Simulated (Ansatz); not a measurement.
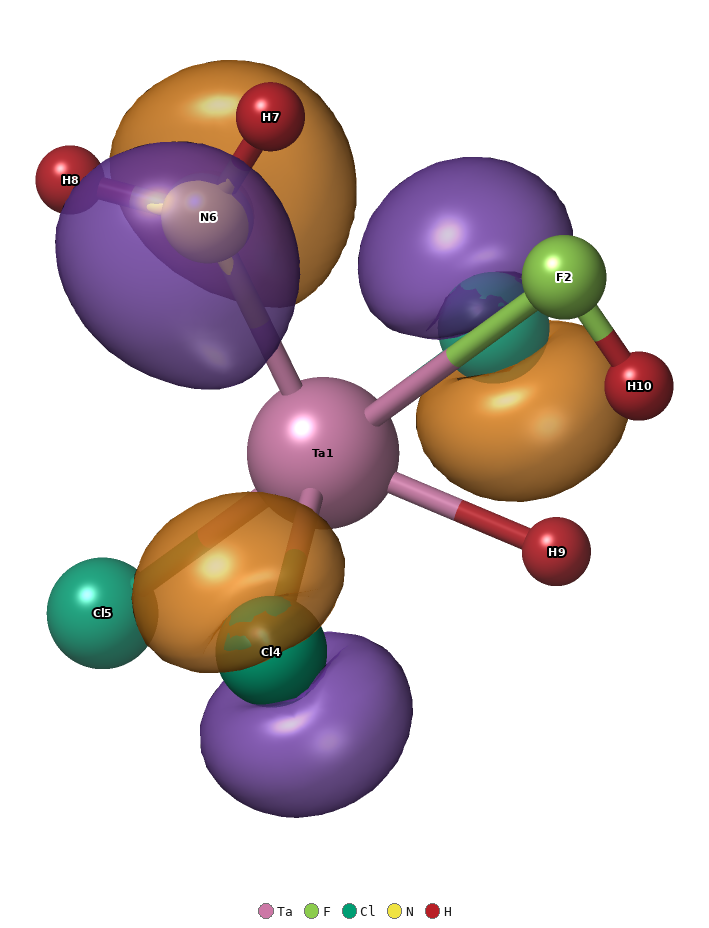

*Cl$_{3}$FH$_{4}$NTa. The HOMO−1 at ±0.15 Å⁻³ᐟ² (orange and purple are the two phases), seen at a tilt.*

Core potentials replace the inner electrons of Ta.

Method: Ansatz, RKS B3LYP-D4/def2-SVP.

Input file:

```
crystal:
  periodic: [false, false, false]
  atoms:
    - { symbol: Ta, position_ang: [-0.604084, 0.465934, 0.114438] }
    - { symbol: F, position_ang: [2.152546, -0.914736, 0.612751] }
    - { symbol: Cl, position_ang: [-0.651902, 0.673905, 2.457175] }
    - { symbol: Cl, position_ang: [0.188311, 0.895283, -2.056711] }
    - { symbol: Cl, position_ang: [-2.616894, 1.538337, -0.221317] }
    - { symbol: "N", position_ang: [-0.685022, -1.465106, 0.005207] }
    - { symbol: H, position_ang: [0.147174, -2.033699, 0.177339] }
    - { symbol: H, position_ang: [-1.49458, -2.031694, -0.245363] }
    - { symbol: H, position_ang: [0.935715, 1.311366, 0.444597] }
    - { symbol: H, position_ang: [2.243835, 0.009511, 0.667584] }
basis:
  gaussian: { orbitals: def2-SVP }
hamiltonian:
  xc: b3lyp
  dispersion: d4
relax:
  f_tol: 0.03
  max_steps: 50
output:
  orbitals: {}
```

Command:

```sh
ansatz run input.yaml --threads 4 --pin off --max-ram 5120MiB --backend cpu --events-out ev --progress --plain --runs-dir out
```

The fields are those of the run's last geometry, not of the input's.

Describe this orbital and give its energy.

By Hirshfeld shares it lies mainly on N6 (about 40 %), Cl3 (about 20 %) and Cl4 (about 20 %); largely a combination of lone pairs on N6, Cl3 and Cl4. Its energy is −8.01 eV.
